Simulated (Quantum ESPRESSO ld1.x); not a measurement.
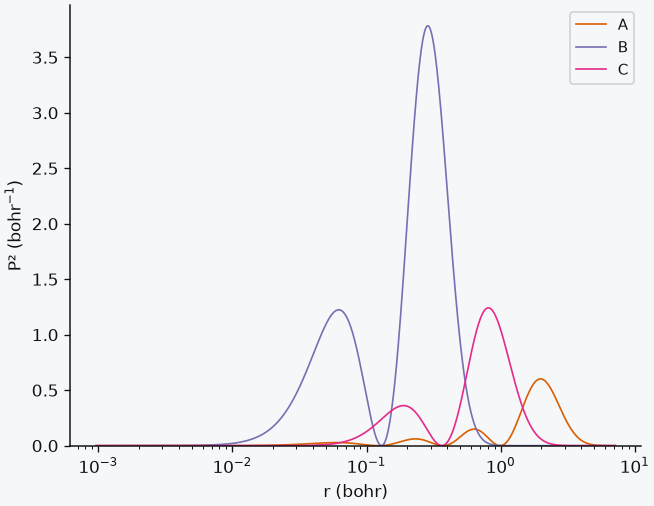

System: Te³⁺ (Z = 52, 49 electrons), configuration [Kr] 4d10 5s2 5p1. Method: scalar-relativistic Kohn-Sham, BLYP, spin-unpolarised, spherical densities, point nucleus; computed with Quantum ESPRESSO ld1.x 7.5.

The plot shows the radial probability densities P² of 3p, 5p and 4d.

**Which curve belongs to which orbital?**

A is 5p; B is 3p; C is 4d. 3p: outer maximum at 0.287 bohr, ⟨r⟩ = 0.320 bohr, 1 node, eigenvalue −834.9 eV; 4d: outer maximum at 0.806 bohr, ⟨r⟩ = 0.965 bohr, 1 node, eigenvalue −72.1 eV; 5p: outer maximum at 1.98 bohr, ⟨r⟩ = 2.24 bohr, 3 nodes, eigenvalue −31.6 eV.
